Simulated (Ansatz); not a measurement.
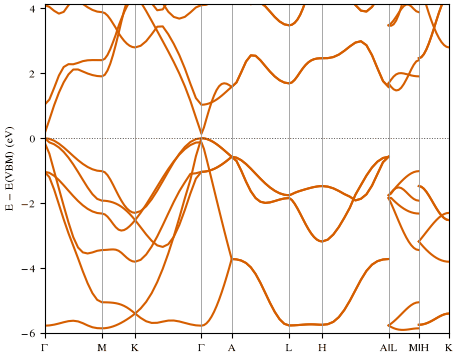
Figure. Band structure from DFT-r²SCAN in the program Ansatz with PAW potentials

Read off the gap and where the band edges lie.

About 0.1 eV (0.14 eV by a search for the band edges); maximum at Γ, minimum at Γ.

The material is InAs (wurtzite, P6_3mc).

The first step of the workflow began from a Materials Project structure, measured or hypothetical; the Crystallography Open Database copy checked does not list it. It is not the phase usual at ambient conditions (space group No. 216). Symmetry was held in the r²SCAN relaxation; whether a distortion lowers the energy is not shown. Scalar-relativistic: spin–orbit coupling is off unless named, which matters more the heavier the elements.

Potentials: the later of the program's two PAW sets.
